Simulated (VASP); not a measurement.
Band structure of Ga₃As₄B (ordered alloy cell). Calculation: PBEsol GGA, VASP's PBE PAW potentials (set 64) (plane waves; VASP).

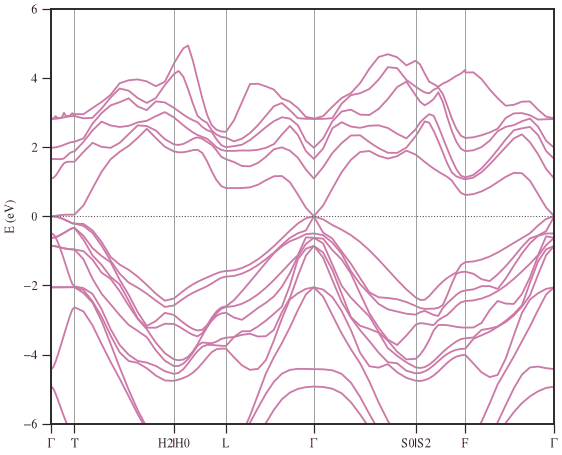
Fig. 1. Bands along high-symmetry lines, zero at the valence-band maximum or, without a gap, the Fermi level

### Question
Read the plot: is there a gap, and where are the band edges?

### Answer
It has no gap at this level: it comes out as a metal or semimetal. (Edges off the drawn lines would not show.)

The structure was generated: Ga3As4B was put into an ordered model structure (R3m), which need not be its known phase. It was relaxed first.
